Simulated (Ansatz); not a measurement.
# B2FH5Si: from a rough start to a minimum

What shape does B2FH5Si take? The plan is to relax it, check the end point by its vibrations and derive ideal-gas thermochemistry, and look at its orbitals and charge.

Method: RKS PBE0-D4/def2-TZVP; program: Ansatz 0.2.0, Gaussian basis.

The runs, in order: relaxation at PBE-D4/def2-SVP; relaxation at PBE0-D4/def2-TZVP; harmonic vibrations at the same level; a single point in def2-TZVPP for the fields.

### Step 1. The starting structure

9 atoms, charge 0, spin multiplicity 1.

Atoms are counted from 1 here; the program's logs count them from 0.

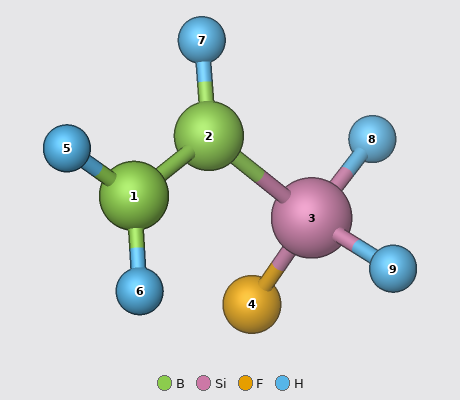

As it starts; boron green, silicon pink, fluorine amber, hydrogen blue; atoms are numbered from 1 in the order of the file.

Geometry (Å):

```tsv
atom	x (Å)	y (Å)	z (Å)
B1	-0.7578	1.1304	-0.9797
B2	0.5210	0.3253	-0.4881
Si3	0.3330	-0.9725	0.9279
F4	-0.6532	-2.1644	0.4844
H5	-0.7032	1.9608	-1.8787
H6	-1.8567	1.0044	-0.4855
H7	1.5998	0.5206	-0.9927
H8	1.7191	-1.5620	1.1941
H9	-0.1134	-0.2888	2.2012
```

The start is a force-field geometry with small random shifts, so a cheaper pass at PBE-D4/def2-SVP comes first.

### Step 2. Geometry optimisation, PBE-D4/def2-SVP (cheap first pass)

in.yaml

```yaml
crystal:
  periodic: [false, false, false]
  atoms:
    - {symbol: B, position_ang: [-0.757800, 1.130400, -0.979700]}
    - {symbol: B, position_ang: [0.521000, 0.325300, -0.488100]}
    - {symbol: Si, position_ang: [0.333000, -0.972500, 0.927900]}
    - {symbol: F, position_ang: [-0.653200, -2.164400, 0.484400]}
    - {symbol: H, position_ang: [-0.703200, 1.960800, -1.878700]}
    - {symbol: H, position_ang: [-1.856700, 1.004400, -0.485500]}
    - {symbol: H, position_ang: [1.599800, 0.520600, -0.992700]}
    - {symbol: H, position_ang: [1.719100, -1.562000, 1.194100]}
    - {symbol: H, position_ang: [-0.113400, -0.288800, 2.201200]}
basis:
  gaussian: {orbitals: def2-SVP}
hamiltonian: {xc: pbe, dispersion: d4}
relax: {f_tol: 0.03, max_steps: 200}
```

Run with:

```console
$ ansatz run in.yaml --threads 2 --pin off --events-out ev --progress --plain --max-ram 4352MiB
```

Log, shortened:

```text
Functional definition: PBE
  name "PBE"
  cite "Perdew, Burke & Ernzerhof, Phys. Rev. Lett. 77, 3865 (1996) doi:10.1103/PhysRevLett.77.3865"
  parent pbe
[...]
942 factors; their error is unknown
[...]
mean field -12011.45391184 eV, -441.4127896041 hartree, gradient 4.7e-5 eV, S^2 0.000000; 1 other end points of the search recorded, 0 dependent functions left out
[...]
reference -12011.45394969 eV, -441.4127909951 hartree; 19, 19 occupied and 66, 66 virtual orbitals, 942 factors
relax step   1: F+E_penalty+E_count = -12011.60393221 eV  Δ(F+E_penalty+E_count) = +0.000e0 eV  max|allowed force component| = 2.829e0 eV/Å  Δτ_max = 0.0000 Å  (37 SCF iters, accepted)
[...]
relax step   5: F+E_penalty+E_count = -12012.58690966 eV  Δ(F+E_penalty+E_count) = -1.915e-1 eV  max|allowed force component| = 8.402e-1 eV/Å  Δτ_max = 0.1958 Å  (27 SCF iters, accepted)
[...]
relax step   9: F+E_penalty+E_count = -12013.06332211 eV  Δ(F+E_penalty+E_count) = -6.506e-2 eV  max|allowed force component| = 3.572e-1 eV/Å  Δτ_max = 0.1940 Å  (26 SCF iters, accepted)
[...]
relax step  13: F+E_penalty+E_count = -12013.10056326 eV  Δ(F+E_penalty+E_count) = -2.500e-3 eV  max|allowed force component| = 9.699e-2 eV/Å  Δτ_max = 0.0399 Å  (27 SCF iters, accepted)
[...]
relax step  16: F+E_penalty+E_count = -12013.10452087 eV  Δ(F+E_penalty+E_count) = -2.515e-4 eV  max|allowed force component| = 5.668e-2 eV/Å  Δτ_max = 0.0153 Å  (28 SCF iters, accepted)
[...]
relax step  17: F+E_penalty+E_count = -12013.10470697 eV  Δ(F+E_penalty+E_count) = -1.861e-4 eV  max|allowed force component| = 2.905e-2 eV/Å  Δτ_max = 0.0128 Å  (28 SCF iters, accepted)
942 factors; their error is unknown
mean field -12012.95474072 eV, -441.4679440482 hartree, gradient 1.1e-5 eV, S^2 0.000000; 1 other end points of the search recorded, 0 dependent functions left out
[...]
reference -12012.95477695 eV, -441.4679453795 hartree; 19, 19 occupied and 66, 66 virtual orbitals, 942 factors
Total energy: -12013.10474320 eV, -441.4734565376 hartree
Atom 0 at    -0.745905     1.036464    -1.105076 Å, force     0.003043     0.006434     0.014836 eV/Å
Atom 1 at     0.545827     0.734255    -0.181616 Å, force    -0.007396     0.010857    -0.003564 eV/Å
Atom 2 at     0.392963    -0.989693     0.853374 Å, force    -0.029047    -0.013063    -0.018245 eV/Å
Atom 3 at    -1.048705    -1.734224     0.543485 Å, force     0.023205     0.008178     0.006814 eV/Å
Atom 4 at    -0.853361     0.600719    -2.240364 Å, force    -0.001082    -0.006067    -0.008913 eV/Å
Atom 5 at    -1.727237     1.617245    -0.666487 Å, force     0.001289    -0.000280    -0.002082 eV/Å
Atom 6 at     1.570452     1.369600    -0.014533 Å, force     0.003579    -0.002724     0.000782 eV/Å
Atom 7 at     1.491298    -1.942956     0.456576 Å, force     0.005605    -0.006005     0.001797 eV/Å
Atom 8 at     0.463269    -0.737609     2.337540 Å, force     0.000805     0.002670     0.008576 eV/Å
Dipole moment:     0.251165     0.166263     0.032013 e Å
```

Run time: 24 s. Hardware: 2 threads of Arm Neoverse V1, shared host.

Relaxation path: (the energy doesn't fall at every step)

```tsv
step	energy from step 1 (eV)	largest force component (eV/Å)
1	0.0000	2.8293
2	-0.4592	0.9610
3	-0.6240	0.3725
4	-0.7914	0.6200
5	-0.9830	0.8402
6	-1.1678	0.8718
7	-1.3074	0.9902
8	-1.3943	0.5710
9	-1.4594	0.3572
10	-1.4827	0.2382
11	-1.4539	0.3400
12	-1.4941	0.1085
13	-1.4966	0.0970
14	-1.4990	0.0527
15	-1.5003	0.0600
16	-1.5006	0.0567
17	-1.5008	0.0290
```

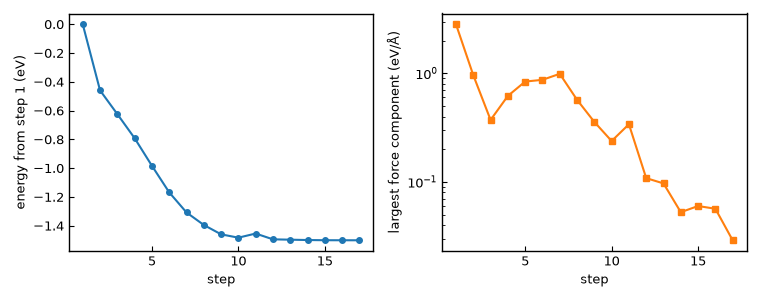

Energy and largest force along the relaxation.

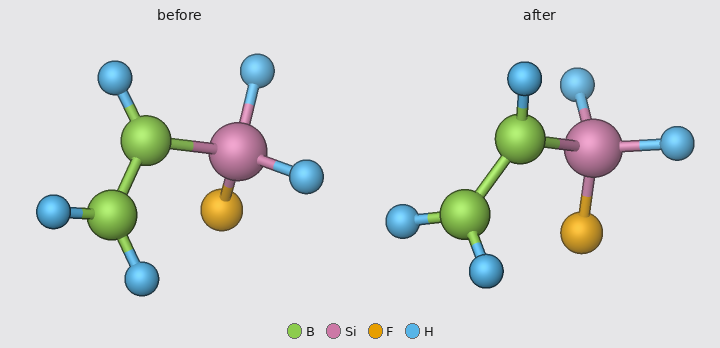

The geometry before (left) and after (right).

Distances of close pairs at the start and the end, largest changes first:

```tsv
bond	before (Å)	after (Å)	change (Å)
B2–Si3	1.930	2.017	+0.087
Si3–F4	1.609	1.652	+0.043
B1–B2	1.589	1.616	+0.027
Si3–H8	1.530	1.507	-0.022
B1–H6	1.211	1.222	+0.010
B2–H7	1.207	1.217	+0.010
Si3–H9	1.513	1.507	-0.006
B1–H5	1.225	1.221	-0.004
```

### Step 3. Relaxation at PBE0-D4/def2-TZVP

in.yaml

```yaml
crystal:
  periodic: [false, false, false]
  atoms:
    - {symbol: B, position_ang: [-0.745905, 1.036464, -1.105076]}
    - {symbol: B, position_ang: [0.545827, 0.734255, -0.181616]}
    - {symbol: Si, position_ang: [0.392963, -0.989693, 0.853374]}
    - {symbol: F, position_ang: [-1.048705, -1.734224, 0.543485]}
    - {symbol: H, position_ang: [-0.853361, 0.600719, -2.240364]}
    - {symbol: H, position_ang: [-1.727237, 1.617245, -0.666487]}
    - {symbol: H, position_ang: [1.570452, 1.369600, -0.014533]}
    - {symbol: H, position_ang: [1.491298, -1.942956, 0.456576]}
    - {symbol: H, position_ang: [0.463269, -0.737609, 2.337540]}
basis:
  gaussian: {orbitals: def2-TZVP}
hamiltonian: {xc: pbe0, dispersion: d4}
relax: {f_tol: 0.005, max_steps: 150}
```

The command is unchanged.

Log, shortened:

```text
Functional definition: PBE0
  name "PBE0"
  cite "Adamo & Barone, J. Chem. Phys. 110, 6158 (1999) doi:10.1063/1.478522"
  cite "Perdew, Burke & Ernzerhof, Phys. Rev. Lett. 77, 3865 (1996) doi:10.1103/PhysRevLett.77.3865"
  parent pbe
[...]
982 factors; their error is unknown
[...]
mean field -12022.08516455 eV, -441.8034809352 hartree, gradient 2.0e-5 eV, S^2 0.000000; 0 other end points of the search recorded, 0 dependent functions left out
[...]
reference -12022.08520023 eV, -441.8034822465 hartree; 19, 19 occupied and 141, 141 virtual orbitals, 982 factors
relax step   1: F+E_penalty+E_count = -12022.21187913 eV  Δ(F+E_penalty+E_count) = +0.000e0 eV  max|allowed force component| = 1.091e0 eV/Å  Δτ_max = 0.0000 Å  (27 SCF iters, accepted)
[...]
Total energy: -12022.27596048 eV, -441.8104925565 hartree
Atom 0 at    -0.767270     1.100358    -1.151412 Å, force     0.000763     0.001224     0.000978 eV/Å
Atom 1 at     0.442511     0.649092    -0.185576 Å, force    -0.000148    -0.001781    -0.002360 eV/Å
Atom 2 at     0.396161    -1.044143     0.887093 Å, force     0.002467     0.001642     0.001963 eV/Å
Atom 3 at    -0.955995    -1.889408     0.684290 Å, force    -0.001980    -0.001643    -0.000370 eV/Å
Atom 4 at    -0.824821     0.753293    -2.298804 Å, force     0.000116    -0.000052     0.000408 eV/Å
Atom 5 at    -1.686195     1.759272    -0.749313 Å, force    -0.000318    -0.000296    -0.000274 eV/Å
Atom 6 at     1.453665     1.277771    -0.031742 Å, force    -0.000041     0.000959     0.000104 eV/Å
Atom 7 at     1.528441    -1.925480     0.490731 Å, force    -0.000811     0.000560     0.000060 eV/Å
Atom 8 at     0.502104    -0.726954     2.337632 Å, force    -0.000047    -0.000613    -0.000510 eV/Å
Dipole moment:     0.230590     0.203496    -0.003937 e Å
```

It took 35 s on 2 threads of Arm Neoverse V1, shared host.

Along the way:

```tsv
step	energy from step 1 (eV)	largest force component (eV/Å)
1	0.0000	1.0908
2	-0.0424	0.6624
3	-0.0548	0.2365
4	-0.0602	0.1145
5	-0.0632	0.0446
6	-0.0639	0.0329
7	-0.0640	0.0063
8	-0.0640	0.0068
9	-0.0640	0.0036
10	-0.0640	0.0025
```

The force was under the threshold of 0.005 eV/Å already at step 9, but the program went on to step 10.

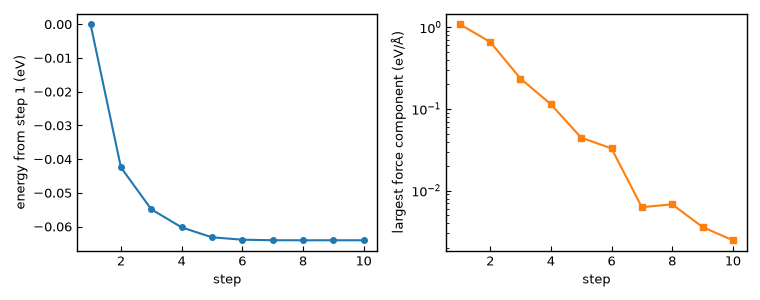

Energy and largest force along the relaxation.

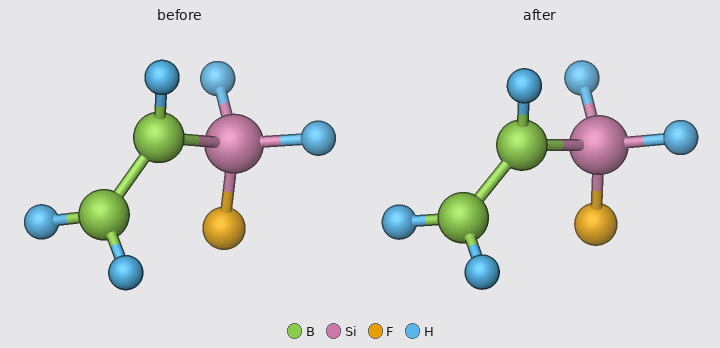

The geometry before (left) and after (right).

Close pairs (by a distance rule), those that changed most:

```tsv
bond	before (Å)	after (Å)	change (Å)
Si3–F4	1.652	1.607	-0.044
B1–H6	1.222	1.200	-0.022
B1–H5	1.221	1.200	-0.021
Si3–H8	1.507	1.489	-0.019
Si3–H9	1.507	1.489	-0.018
B2–H7	1.217	1.201	-0.017
B2–Si3	2.017	2.005	-0.012
B1–B2	1.616	1.612	-0.004
```

Mulliken charges at the end point, from the run's report:

```tsv
atom	value (e)
B1	-0.10
B2	-0.05
Si3	0.40
F4	-0.32
H5	0.04
H6	0.04
H7	0.06
H8	-0.03
H9	-0.03
```

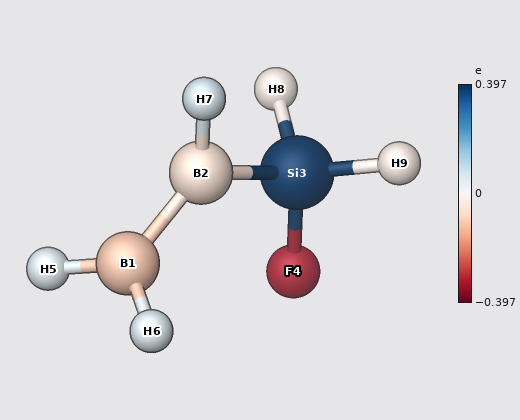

Mulliken charges at the end point, from the run's report, as colours on the atoms.

### Step 4. Harmonic vibrations

in.yaml

```yaml
crystal:
  periodic: [false, false, false]
  atoms:
    - {symbol: B, position_ang: [-0.767270, 1.100358, -1.151412]}
    - {symbol: B, position_ang: [0.442511, 0.649092, -0.185576]}
    - {symbol: Si, position_ang: [0.396161, -1.044143, 0.887093]}
    - {symbol: F, position_ang: [-0.955995, -1.889408, 0.684290]}
    - {symbol: H, position_ang: [-0.824821, 0.753293, -2.298804]}
    - {symbol: H, position_ang: [-1.686195, 1.759272, -0.749313]}
    - {symbol: H, position_ang: [1.453665, 1.277771, -0.031742]}
    - {symbol: H, position_ang: [1.528441, -1.925480, 0.490731]}
    - {symbol: H, position_ang: [0.502104, -0.726954, 2.337632]}
basis:
  gaussian: {orbitals: def2-TZVP}
hamiltonian: {xc: pbe0, dispersion: d4}
phonons: {temperatures: {t_min: 298.15, t_max: 900, t_step: 200}}
```

Same command.

Log, shortened:

```text
Functional definition: PBE0
  name "PBE0"
  cite "Adamo & Barone, J. Chem. Phys. 110, 6158 (1999) doi:10.1063/1.478522"
  cite "Perdew, Burke & Ernzerhof, Phys. Rev. Lett. 77, 3865 (1996) doi:10.1103/PhysRevLett.77.3865"
  parent pbe
[...]
982 factors; their error is unknown
[...]
mean field -12022.15193652 eV, -441.8059347598 hartree, gradient 1.5e-5 eV, S^2 0.000000; 0 other end points of the search recorded, 0 dependent functions left out
[...]
reference -12022.15197229 eV, -441.8059360745 hartree; 19, 19 occupied and 141, 141 virtual orbitals, 982 factors
[...]
982 factors; their error is unknown
mean field -12022.15183866 eV, -441.8059311634 hartree, gradient 1.0e-6 eV, S^2 0.000000; 0 other end points of the search recorded, 0 dependent functions left out
[...]
reference -12022.15187443 eV, -441.8059324779 hartree; 19, 19 occupied and 141, 141 virtual orbitals, 982 factors
[...]
Atom 1 at     0.442511     0.649092    -0.185576 Å, force    -0.000133    -0.001781    -0.002351 eV/Å
Atom 2 at     0.396161    -1.044143     0.887093 Å, force     0.002474     0.001654     0.001972 eV/Å
Atom 3 at    -0.955995    -1.889408     0.684290 Å, force    -0.001990    -0.001659    -0.000365 eV/Å
Atom 4 at    -0.824821     0.753293    -2.298804 Å, force     0.000117    -0.000053     0.000410 eV/Å
Atom 5 at    -1.686195     1.759272    -0.749313 Å, force    -0.000306    -0.000305    -0.000276 eV/Å
Atom 6 at     1.453665     1.277771    -0.031742 Å, force    -0.000041     0.000961     0.000103 eV/Å
Atom 7 at     1.528441    -1.925480     0.490731 Å, force    -0.000812     0.000558     0.000060 eV/Å
Atom 8 at     0.502104    -0.726954     2.337632 Å, force    -0.000049    -0.000616    -0.000520 eV/Å
Dipole moment:     0.230591     0.203496    -0.003938 e Å
Vibrations: 90.35 94.91 265.78 302.88 347.44 543.15 551.82 678.51 755.42 819.36 849.62 896.51 923.54 954.04 1001.31 1155.39 2209.76 2214.99 2563.51 2601.67 2629.93 cm⁻¹, zero-point energy 1.391716 eV
```

It took 1.8 min on 2 threads of Arm Neoverse V1, shared host.

Motions are named by where the mode's potential energy lies. The modes, unscaled (a negative number is an imaginary wavenumber):

```tsv
mode	cm⁻¹	motion
1	90	bend
2	95	torsion
3	266	bend
4	303	torsion with bend
5	347	bend
6	543	torsion
7	552	Si–B stretch
8	679	bend
9	755	bend with torsion
10	819	torsion with bend
11	850	Si–F stretch with bend
12	897	bend with Si–F stretch
13	924	bend with torsion
14	954	torsion with B–B stretch
15	1001	bend with B–B stretch
16	1155	bend
17	2210	Si–H stretch
18	2215	Si–H stretch
19	2564	B–H stretch
20	2602	B–H stretch
21	2630	B–H stretch
```

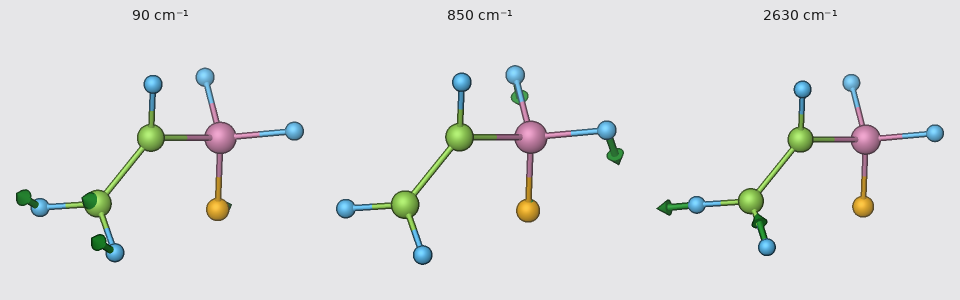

How the atoms move in 3 of the modes.

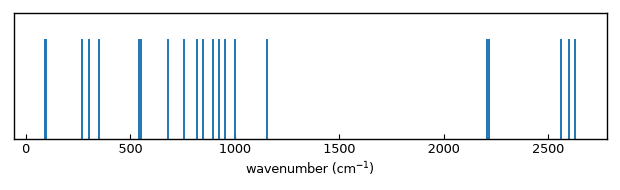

The harmonic wavenumbers as sticks (no intensities were computed).

From these modes and the moments of inertia (298.15 K, 1 bar, symmetry number 1):

```tsv
term	value
zero-point energy	134.3 kJ/mol
H(298) − E	153.9 kJ/mol
entropy, translation	162.5 J/(mol K)
entropy, rotation	106.9 J/(mol K)
entropy, vibration	58.5 J/(mol K)
entropy, total	327.9 J/(mol K)
```

### Step 5. Fields at the relaxed geometry

Changes to in.yaml since step 4:

```diff
@@ -13,4 +13,4 @@
 basis:
-  gaussian: {orbitals: def2-TZVP}
+  gaussian: {orbitals: def2-TZVPP}
 hamiltonian: {xc: pbe0, dispersion: d4}
-phonons: {temperatures: {t_min: 298.15, t_max: 900, t_step: 200}}
+output: {orbitals: {seedname: orbitals}}
```

Launched as before.

Log:

```text
Functional definition: PBE0
  name "PBE0"
  cite "Adamo & Barone, J. Chem. Phys. 110, 6158 (1999) doi:10.1063/1.478522"
  cite "Perdew, Burke & Ernzerhof, Phys. Rev. Lett. 77, 3865 (1996) doi:10.1103/PhysRevLett.77.3865"
  parent pbe
  parameter a = 0.25
  parameter kappa = 0.804
  parameter beta = 0.06672455060314922
  exchange = (1 - a)*pbe_x(kappa = kappa, mu = beta*pi^2/3) + a*exact_x
  correlation = pbe_c(beta = beta)
1080 factors; their error is unknown
mean field evaluation 1: about -12019.3253 eV, gradient 3.7e1 eV
mean field evaluation 2: about -12018.3665 eV, gradient 4.8e1 eV
mean field evaluation 4: about -12022.1490 eV, gradient 1.6e0 eV
mean field evaluation 8: about -12022.1580 eV, gradient 4.2e-2 eV
mean field -12022.17648747 eV, -441.8068369904 hartree, gradient 7.4e-5 eV, S^2 0.000000; 0 other end points of the search recorded, 0 dependent functions left out
reference -12022.17652283 eV, -441.8068382899 hartree; 19, 19 occupied and 186, 186 virtual orbitals, 1080 factors
Total energy: -12022.30051149 eV, -441.8113947893 hartree
```

Run time: 3.3 s. Hardware: 2 threads of Arm Neoverse V1, shared host.

Orbitals, density, ELF and potential are computed afterwards from the orbital file.

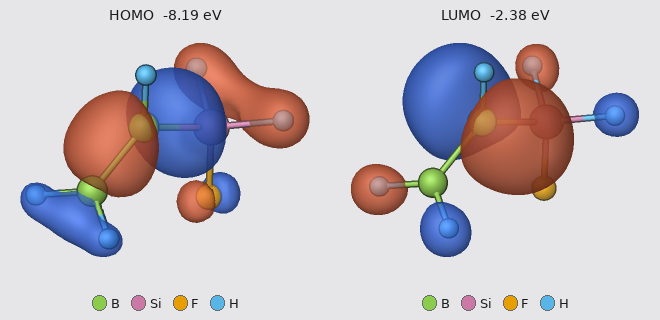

PBE0-D4/def2-TZVPP orbitals near the gap, drawn at the value that encloses 70 % of each; the two colours are the two signs.

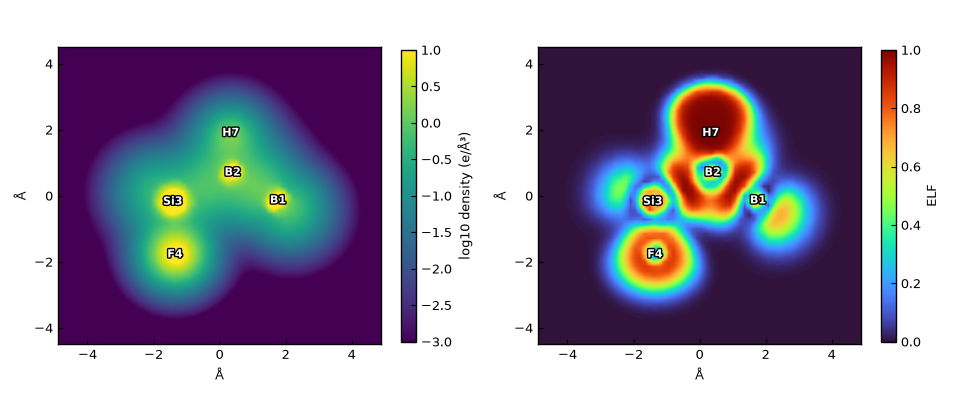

Density (left) and ELF (right) in a plane through or near 5 of the atoms.

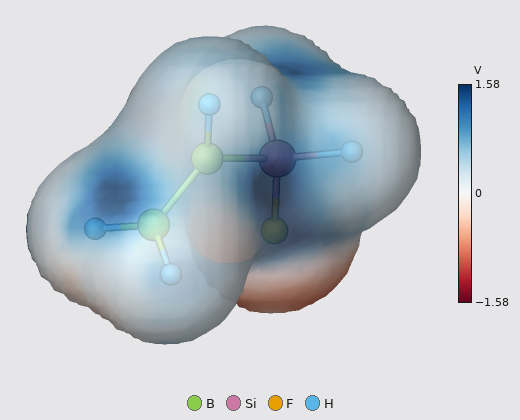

The potential that a unit positive charge feels on the 0.002 e/bohr³ surface, from the 1st to the 99th percentile, from -0.94 V near F4 to 1.58 V near B2.

### Step 6. Outcome

```
                  quantity            value
               point group               Cs
                     steps          17 + 10
shift from the start (rms)          0.783 Å
              total energy   -12022.2760 eV
           dispersion term         -124 meV
             dipole moment           1.48 D
lowest, highest wavenumber    90, 2630 cm⁻¹
         zero-point energy     134.3 kJ/mol
       entropy at 298.15 K  327.9 J/(mol K)
                HOMO, LUMO  -8.19, -2.38 eV
```

What this shows: The relaxed geometry lies 0.78 Å (rms) from the start; the bond that changed most is B2–Si3, from 1.930 to 2.005 Å. All wavenumbers are real, so the end point is a minimum. The stiffest mode, 2630 cm⁻¹, is a B–H stretch, and 2 modes under 200 cm⁻¹ make the vibrational entropy uncertain. Harmonic hybrid wavenumbers usually lie a few per cent above measured fundamentals. The largest Mulliken charge, +0.40 e, sits on Si3. The HOMO lies mostly on B2 36 %; B1 16 % and the LUMO on B2 57 %; H7 13 %.
